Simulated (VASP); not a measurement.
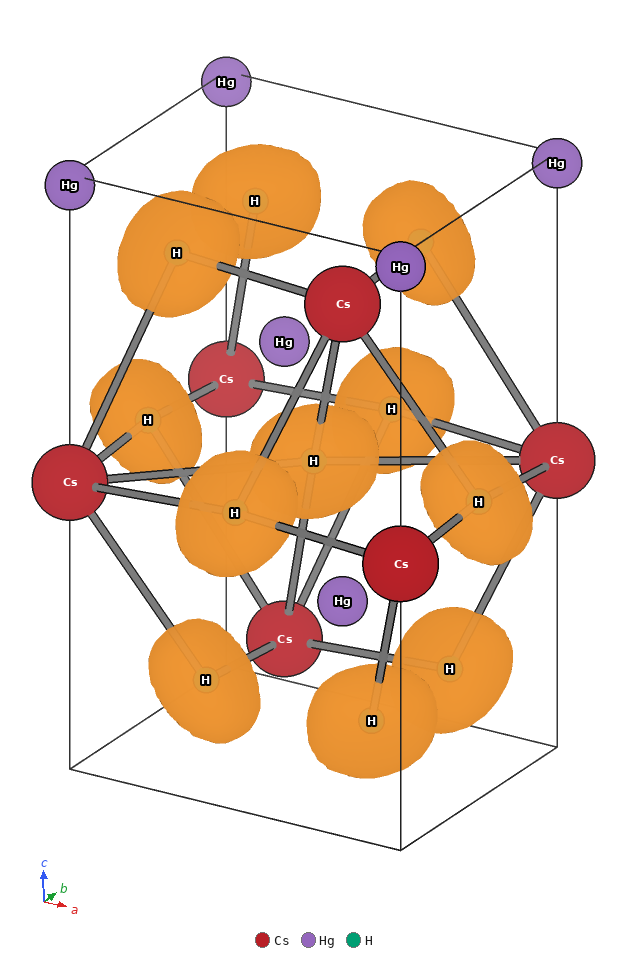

Figure 1: CsHgH$_{3}$. Isosurface of the ELF at 0.9 (orange), seen slightly off an axis. Core shells and regions of very low density are left out. Sticks mark near contacts.

Space group R3m; a generated structure, not necessarily the stable one; computed pressure about −6 GPa in this cell.

The calculation used Kohn-Sham DFT of a periodic cell, PBE, VASP PAW PBE potentials, recommended in VASP.

> Identify the bonds, lone pairs and shells in this picture.

The ELF exceeds this value in nine regions around hydrogen nuclei, counted in one cell of 15 atoms. Any copies at cell faces, edges or corners count once.

Values along the shortest contacts:
Hg–H (2.34 Å): the ELF climbs to about 1 towards the hydrogen. Cs–H (3.30 Å): the ELF climbs to about 1 towards the hydrogen.
